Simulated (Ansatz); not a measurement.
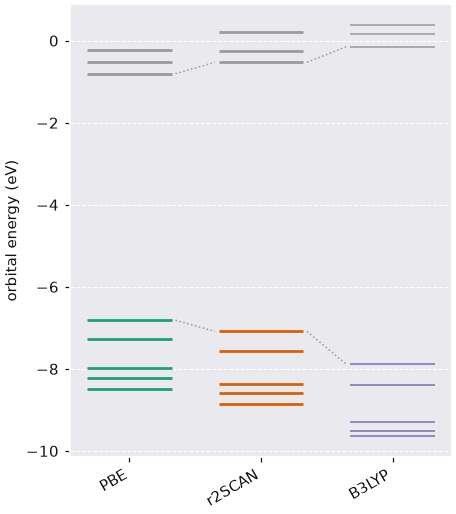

Frontier orbital energies of C₂H₉FSi₂, SMILES C[C@@H](F)[SiH2][SiH3] at one geometry, def2-TZVPP, the Ansatz code, at a PBE0-D4/def2-TZVP geometry (no frequency check). Empty levels are grey, levels within 0.1 eV stand side by side; all columns show the same few orbitals around the gap. Dotted lines join the HOMOs and the LUMOs.

### Compare the HOMO-LUMO separations.

The separation grows from 6.01 eV (PBE) to 7.75 eV (B3LYP).

| level | HOMO (eV) | LUMO (eV) | separation (eV) |
| --- | --- | --- | --- |
| PBE | −6.81 | −0.81 | 6.01 |
| r2SCAN | −7.09 | −0.53 | 6.56 |
| B3LYP | −7.89 | −0.15 | 7.75 |

Caveats, for all or some of the runs: empty levels above zero depend strongly on the basis; one conformer of a flexible molecule.
